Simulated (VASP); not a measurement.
Band structure of Tm (hcp). Calculation: MS2 meta-GGA, VASP's PBE PAW potentials (set 64) (plane waves; VASP 6.6.1).

The 4f electrons are frozen in the core of the lanthanide potential, so 4f levels, which can set the real gap, and their magnetism are missing.

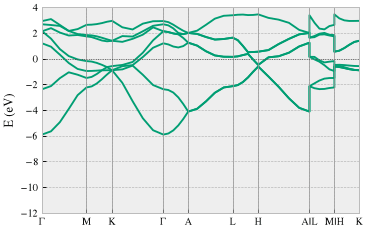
Fig. 1. Bands along high-symmetry lines, zero at the valence-band maximum or, without a gap, the Fermi level

Q: Read the plot: is there a gap, and where are the band edges?

A: It has no gap at this level: it comes out as a metal or semimetal.

The compound is Tm in the hcp structure. It was relaxed first.
